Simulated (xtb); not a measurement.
TiO2: geometry relaxation (part 1 of 2)

- system: TiO2, SMILES [O]=[Ti]=[O]
- method: GFN2-xTB (xtb 6.7.1 later snapshot)

The geometry comes from this level: PBE0-D4/def2-TZVP.

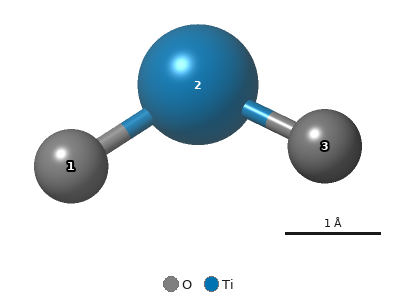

Fig. 1: The starting structure (ball-and-stick view, seen at a tilt; atoms are numbered from 1 in the order of the input). Sticks mark near contacts. Bond lengths as drawn: O–Ti 1.63 Å.

### Summary

| quantity | value |
| --- | --- |
| outcome | converged |
| electrons treated | 16 |
| total energy | −9.647781 hartree |
| dispersion energy | −0.001115 hartree |
| basis functions | 18 |
| HOMO | −11.42 eV |
| LUMO | −9.70 eV |
| dipole moment | 8.42 D |
| hardware | 1 thread of Arm Neoverse V1, 24 GiB of memory available, shared host |
| peak memory | 0.072 GiB |

### Input file (geom.xyz)
```
3

O      0.92100000     0.92880000     0.44460000
Ti     0.13500000    -0.49200000     0.33160000
O     -1.05610000    -0.43680000    -0.77620000
```

Command:
```bash
xtb geom.xyz --gfn 2 -o vtight | tee run.log
```

### Output
```
* xtb version 6.7.1
   ID    Z sym.   atoms
    1    8 O      1, 3
    2   22 Ti     2

           -------------------------------------------------
          |                Calculation Setup                |
           -------------------------------------------------

          program call               : xtb geom.xyz --gfn 2 -o vtight
          coordinate file            : geom.xyz
          omp threads                :                     1

           -------------------------------------------------
          |                 G F N 2 - x T B                 |
           -------------------------------------------------

      * Hamiltonian:
        H0-scaling (s, p, d)           1.850000    2.230000    2.230000
        zeta-weighting                 0.500000
      * Dispersion:
        s8                             2.700000
        a1                             0.520000
        a2                             5.000000
        s9                             5.000000
      * Repulsion:
        kExp                           1.500000    1.000000
        rExp                           1.000000
      * Coulomb:
        alpha                          2.000000
        third order                    shell-resolved
        anisotropic                    true
        a3                             3.000000
        a5                             4.000000
        cn-shift                       1.200000
        cn-exp                         4.000000
        max-rad                        5.000000

          ...................................................
          :                      SETUP                      :
          :.................................................:
          :  # basis functions                  18          :
          :  # atomic orbitals                  17          :
          :  # shells                            7          :
          :  # electrons                        16          :
          :  max. iterations                   250          :
          :  Hamiltonian                  GFN2-xTB          :
          :  restarted?                      false          :
          :  GBSA solvation                  false          :
          :  PC potential                    false          :
          :  electronic temp.          300.0000000     K    :
          :  accuracy                    1.0000000          :
          :  -> integral cutoff          0.2500000E+02      :
          :  -> integral neglect         0.1000000E-07      :
          :  -> SCF convergence          0.1000000E-05 Eh   :
          :  -> wf. convergence          0.1000000E-03 e    :
          :  Broyden damping             0.4000000          :
          :  net charge                          0          :
          :  unpaired electrons                  0          :
          ...................................................

 iter      E             dE          RMSdq      gap      omega  full diag
   1     -9.6198204 -0.961982E+01  0.198E+01    1.13       0.0  T
   2     -9.6526588 -0.328384E-01  0.111E+01    2.77       1.0  T
   3     -9.6179109  0.347479E-01  0.719E+00    0.83       1.0  T
   4     -9.6994335 -0.815226E-01  0.173E+00    1.85       1.0  T
   5     -9.7006071 -0.117353E-02  0.726E-01    1.69       1.0  T
   6     -9.7006804 -0.733794E-04  0.104E-01    1.73       1.0  T
   7     -9.7006770  0.342428E-05  0.571E-02    1.73       1.0  T
   8     -9.7006817 -0.466175E-05  0.167E-02    1.73       3.5  T
   9     -9.7006821 -0.437167E-06  0.452E-03    1.73      12.8  T
  10     -9.7006821  0.205723E-07  0.339E-03    1.74      17.0  T
  11     -9.7006821 -0.256252E-07  0.609E-04    1.73      94.7  T
  12     -9.7006821 -0.653777E-09  0.522E-05    1.74    1105.9  T

   *** convergence criteria satisfied after 12 iterations ***

         #    Occupation            Energy/Eh            Energy/eV
      -------------------------------------------------------------
         1        2.0000           -0.7104146             -19.3314
         2        2.0000           -0.6494345             -17.6720
         3        2.0000           -0.4885234             -13.2934
         4        2.0000           -0.4586870             -12.4815
         5        2.0000           -0.4492145             -12.2237
         6        2.0000           -0.4314029             -11.7391
         7        2.0000           -0.4283724             -11.6566
         8        2.0000           -0.4193246             -11.4104 (HOMO)
         9                         -0.3555638              -9.6754 (LUMO)
        10                         -0.3111521              -8.4669
        11                         -0.2897818              -7.8854
        12                         -0.2693091              -7.3283
        13                         -0.1994971              -5.4286
       ...                                ...                  ...
        17                          0.3730901              10.1523
      -------------------------------------------------------------
                  HL-Gap            0.0637607 Eh            1.7350 eV
             Fermi-level           -0.3874442 Eh          -10.5429 eV

 SCC (total)                   0 d,  0 h,  0 min,  0.002 sec
 SCC setup                      ...        0 min,  0.000 sec (  2.919%)
 Dispersion                     ...        0 min,  0.000 sec (  0.969%)
 classical contributions        ...        0 min,  0.000 sec (  0.252%)
 integral evaluation            ...        0 min,  0.000 sec ( 13.201%)
 iterations                     ...        0 min,  0.001 sec ( 61.854%)
 molecular gradient             ...        0 min,  0.000 sec ( 15.154%)
 printout                       ...        0 min,  0.000 sec (  5.078%)

         :::::::::::::::::::::::::::::::::::::::::::::::::::::
         ::                     SUMMARY                     ::
         :::::::::::::::::::::::::::::::::::::::::::::::::::::
         :: total energy              -9.647690359481 Eh    ::
         :: gradient norm              0.003963327265 Eh/a0 ::
         :: HOMO-LUMO gap              1.735017567097 eV    ::
         ::.................................................::
         :: SCC energy                -9.700682109300 Eh    ::
         :: -> isotropic ES            0.088731710700 Eh    ::
         :: -> anisotropic ES          0.014298295650 Eh    ::
         :: -> anisotropic XC         -0.004698438911 Eh    ::
         :: -> dispersion             -0.001114740103 Eh    ::
         :: repulsion energy           0.052991749819 Eh    ::
         :: add. restraining           0.000000000000 Eh    ::
         :: total charge              -0.000000000000 e     ::
         :::::::::::::::::::::::::::::::::::::::::::::::::::::

      -----------------------------------------------------------
     |                   =====================                   |
     |                        A N C O P T                        |
     |                   =====================                   |
     |               Approximate Normal Coordinate               |
     |                Rational Function Optimizer                |
      -----------------------------------------------------------

          ...................................................
          :                      SETUP                      :
          :.................................................:
          :   optimization level         verytight          :
          :   max. optcycles                   200          :
          :   ANC micro-cycles                  20          :
          :   degrees of freedom                 3          :
          :.................................................:
          :   RF solver                   davidson          :
          :   write xtbopt.log                true          :
          :   linear?                        false          :
          :   energy convergence         0.1000000E-06 Eh   :
          :   grad. convergence          0.2000000E-03 Eh/α :
          :   maximum RF displ.          1.0000000          :
          :   Hlow (freq-cutoff)         0.1000000E-01      :
          :   Hmax (freq-cutoff)         5.0000000          :
          :   S6 in model hess.         20.0000000          :
          ...................................................

generating ANC from exact Hessian ...
Using Lindh-Hessian (1995)
 Shifting diagonal of input Hessian by    0.0000000000000000
 Lowest  eigenvalues of input Hessian
    0.000000    0.000000    0.000000    0.000000    0.000000    0.000000
    0.159759    1.229224    1.707968
 Highest eigenvalues
    0.000000    0.000000    0.000000    0.159759    1.229224    1.707968

........................................................................
.............................. CYCLE    1 ..............................
........................................................................

 iter      E             dE          RMSdq      gap      omega  full diag
   1     -9.7006821 -0.970068E+01  0.240E-05    1.74       0.0  T
   2     -9.7006821 -0.461853E-13  0.114E-05    1.74    5071.7  T
   3     -9.7006821  0.461853E-13  0.859E-06    1.74    6719.4  T
     SCC iter.                  ...        0 min,  0.000 sec
     gradient                   ...        0 min,  0.000 sec
 * total energy  :    -9.6476904 Eh     change        0.1776357E-13 Eh
   gradient norm :     0.0039634 Eh/α   predicted     0.0000000E+00 (-100.00%)
   displ. norm   :     0.0216727 α      lambda       -0.7774481E-04
   maximum displ.:     0.0216150 α      in ANC's #1, #2, #3, ...

........................................................................
.............................. CYCLE    2 ..............................
........................................................................

 iter      E             dE          RMSdq      gap      omega  full diag
   1     -9.7001561 -0.970016E+01  0.237E-01    1.74       0.0  T
   2     -9.7001576 -0.145313E-05  0.119E-01    1.72       1.0  T
   3     -9.7001508  0.681488E-05  0.670E-02    1.74       1.0  T
   4     -9.7001601 -0.935646E-05  0.107E-02    1.73       5.4  T
   5     -9.7001601 -0.582955E-08  0.203E-03    1.73      28.4  T
   6     -9.7001601 -0.596744E-09  0.378E-04    1.73     152.8  T
   7     -9.7001601 -0.245759E-10  0.157E-04    1.73     366.8  T
     SCC iter.                  ...        0 min,  0.000 sec
     gradient                   ...        0 min,  0.000 sec
 * total energy  :    -9.6477509 Eh     change       -0.6051368E-04 Eh
   gradient norm :     0.0020128 Eh/α   predicted    -0.3889081E-04 ( -35.73%)
   displ. norm   :     0.0285161 α      lambda       -0.5663056E-04
   maximum displ.:     0.0285066 α      in ANC's #1, #2, #3, ...

........................................................................
.............................. CYCLE    3 ..............................
........................................................................

 iter      E             dE          RMSdq      gap      omega  full diag
   1     -9.6996139 -0.969961E+01  0.321E-01    1.73       0.0  T
   2     -9.6996168 -0.292565E-05  0.162E-01    1.71       1.0  T
   3     -9.6996036  0.131357E-04  0.941E-02    1.73       1.0  T
   4     -9.6996221 -0.184492E-04  0.144E-02    1.72       4.0  T
   5     -9.6996221 -0.130198E-07  0.244E-03    1.72      23.6  T
   6     -9.6996221 -0.556343E-09  0.541E-04    1.72     106.7  T
   7     -9.6996221 -0.717026E-10  0.157E-04    1.72     368.2  T
     SCC iter.                  ...        0 min,  0.000 sec
     gradient                   ...        0 min,  0.000 sec
 * total energy  :    -9.6477801 Eh     change       -0.2923415E-04 Eh
   gradient norm :     0.0010158 Eh/α   predicted    -0.2833848E-04 (  -3.06%)
   displ. norm   :     0.0027398 α      lambda       -0.9734287E-06
   maximum displ.:     0.0024579 α      in ANC's #1, #2, #3, ...

........................................................................
.............................. CYCLE    4 ..............................
........................................................................

 iter      E             dE          RMSdq      gap      omega  full diag
   1     -9.6997855 -0.969979E+01  0.378E-02    1.72       0.0  T
   2     -9.6997856 -0.884430E-07  0.201E-02    1.72       2.9  T
   3     -9.6997854  0.143830E-06  0.128E-02    1.72       4.5  T
   4     -9.6997857 -0.323362E-06  0.138E-03    1.72      42.0  T
   5     -9.6997857 -0.283617E-09  0.109E-04    1.72     531.6  T
   6     -9.6997857 -0.516920E-11  0.700E-05    1.72     825.2  T
     SCC iter.                  ...        0 min,  0.000 sec
     gradient                   ...        0 min,  0.000 sec
 * total energy  :    -9.6477811 Eh     change       -0.9864716E-06 Eh
   gradient norm :     0.0004664 Eh/α   predicted    -0.4859719E-06 ( -50.74%)
   displ. norm   :     0.0010030 α      lambda       -0.3092524E-06
   maximum displ.:     0.0009861 α      in ANC's #2, #1, #3, ...

........................................................................
.............................. CYCLE    5 ..............................
........................................................................
```
